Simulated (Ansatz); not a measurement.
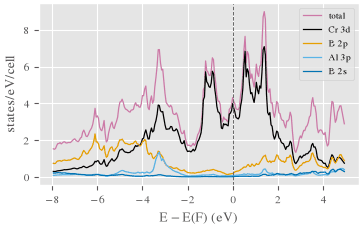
Total and projected density of states of AlCr3B4 in space group Pmmm (No. 47; Pearson symbol oP8), the program Ansatz at the PBEsol level (PAW)

Task: Which orbitals carry the states next to the Fermi level?

Result: Within 0.5 eV of the Fermi level: Cr 3d 89 %, B 2p 7 %. Projections are on Löwdin-orthogonalised atomic valence shells; empty p or d shells of many metals are not among them.

Task: Where is the tallest occupied peak in this window, and what makes it?

Result: Near -3.2 eV, about 6.9 states/eV per cell; the largest projected share is Cr 3d.

The first step of the workflow began from a Materials Project structure, measured or hypothetical; the Crystallography Open Database files this formula in space group No. 47, but the cells were not matched. Whether it is the stable phase at ambient conditions was not checked. The cell was relaxed with PBEsol under the symmetry of its start; its stability against distortions is not shown here. The workflow began spin-polarised and lost its moments.

Potentials: the later of the program's two PAW sets.
